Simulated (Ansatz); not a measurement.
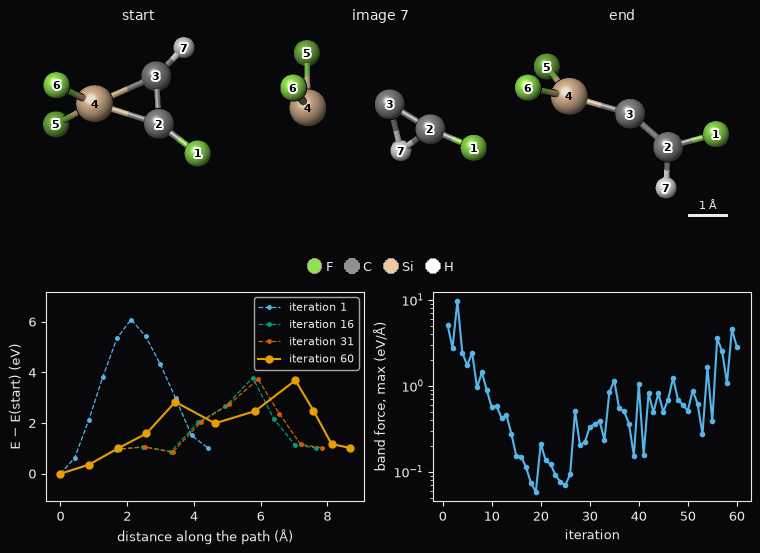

A nudged-elastic-band calculation for C2HF3Si. Images are numbered from 0 (start) to 10 (end). The plot follows the band through its iterations. The picture is a ball-and-stick view, seen at a tilt.

Computed with RKS PBE-D4/def2-SVP in Ansatz 0.2.0. Settings: 9 movable images; climbing image; force threshold 0.05 eV/Å; iteration limit 60; starting path by straight interpolation.

**Judge this run.**

The result isn't final. The band hadn't converged when the run stopped after 60 iterations. The largest component of the band force went from 5.1 to 2.9 eV/Å. The barrier read from it is provisional, though the highest image hardly moved in the last two iterations. The straight starting path can push atoms close together and costs iterations. The first iteration put the highest image at 6.09 eV. The highest point, image 7, lies 3.69 eV above the start and 2.67 eV above the end; the end is at +1.02 eV relative to the start. The profile has 2 maxima (images 4, 7) with a dip at image 5 (+1.99 eV), which on an unconverged band is provisional.

The run took 7.3 min on 2 threads of Intel(R) Xeon(R) Platinum 8488C (Sapphire Rapids), with other jobs on the host, peak memory 0.15 GiB.
